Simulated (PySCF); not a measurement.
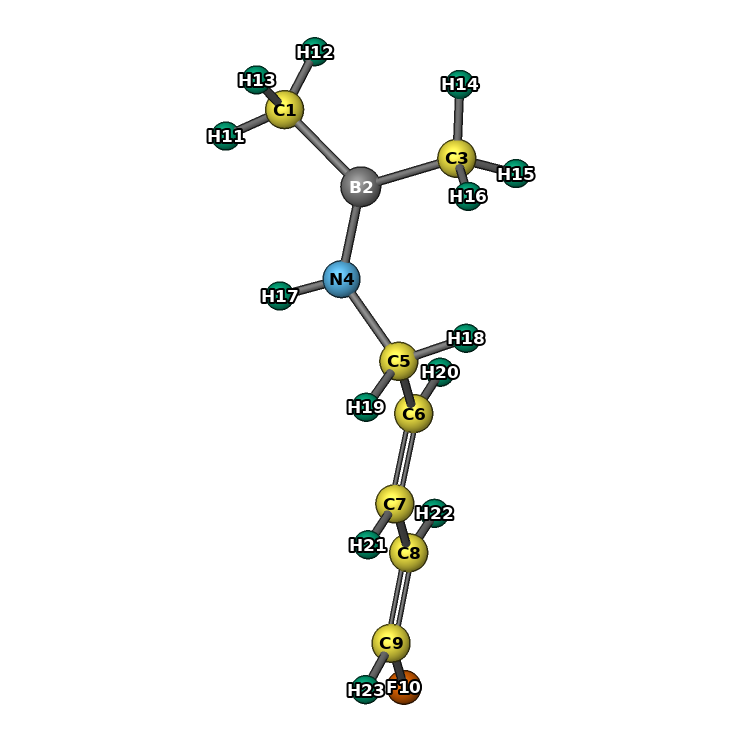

The questions are on isotropic NMR shieldings of the H atoms. The geometry was computed by an optimisation with GFN2-xTB. No frequency run is at hand to confirm it as a minimum. Method: GIAO PBE0/pcSseg-1 NMR shielding, non-relativistic, gas phase (PySCF 2.14.0).

List the isotropic NMR shieldings of the H atoms.

| atom | σ (ppm) |
| --- | --- |
| H11 | 31.78 |
| H12 | 31.17 |
| H13 | 31.20 |
| H14 | 31.33 |
| H15 | 31.47 |
| H16 | 31.46 |
| H17 | 27.83 |
| H18 | 27.59 |
| H19 | 28.16 |
| H20 | 25.83 |
| H21 | 25.61 |
| H22 | 25.42 |
| H23 | 24.58 |

The geometry is semi-empirical. Around B such bond lengths and angles can be off by a tenth of an ångström or more and by several degrees, and values that hang on the shape move with them.
